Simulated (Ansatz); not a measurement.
BBrH$_{3}$Si (charge −1)

The calculation's input:

```
crystal:
  periodic: [false, false, false]
  atoms:
    - {symbol: Si, position_ang: [0.844979, -0.187846, 0.285628]}
    - {symbol: B, position_ang: [-0.768006, 0.448859, -0.416649]}
    - {symbol: Br, position_ang: [1.183886, -2.473675, 0.595553]}
    - {symbol: H, position_ang: [-1.478695, -0.181094, -1.157697]}
    - {symbol: H, position_ang: [-0.908307, 1.650181, -0.358084]}
    - {symbol: H, position_ang: [1.471977, 0.370188, 1.526676]}
basis:
  gaussian: {orbitals: "def2-TZVPPD.json"}
total_charge: -1
hamiltonian: {xc: pbe0, dispersion: d4}
output: {orbitals: {seedname: orbitals}}
```

Command:

```sh
ansatz run in.yaml --threads 2 --pin off --events-out ev --progress --plain --max-ram 4352MiB
```

Geometry: PBE0-D4/def2-TZVPD.

Theory: Ansatz, RKS PBE0-D4/def2-TZVPPD.

> What will maps of the electron density and electron localisation function show?

Si–B (1.87 Å): the density is about 0.88 e/Å³ at the midpoint; the ELF peaks at about 0.95 between the atoms (localised, covalent bonding).
Si–Br (2.33 Å): ρ at the midpoint is about 0.62 e/Å³, with its minimum of 0.47 e/Å³ about 0.8 Å from Si; the ELF peaks at about 0.85 between the atoms, as expected for a polar covalent bond.
B–H (1.21 Å): ρ at the midpoint is about 1.2 e/Å³; the ELF climbs to about 1 towards the hydrogen, as it does in any bond to H (a covalent bond by its length).

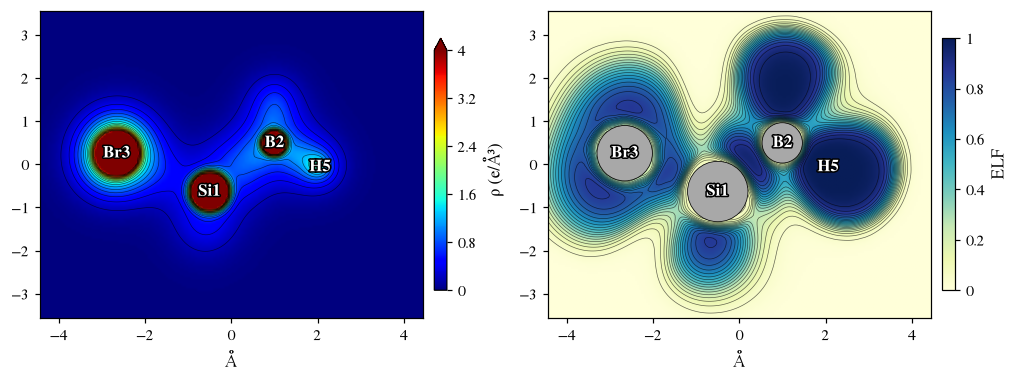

Computed electron density and electron localisation function on the plane of atoms B2, Si1 and Br3, in this order. Grey discs cover the atomic cores in the ELF map. 
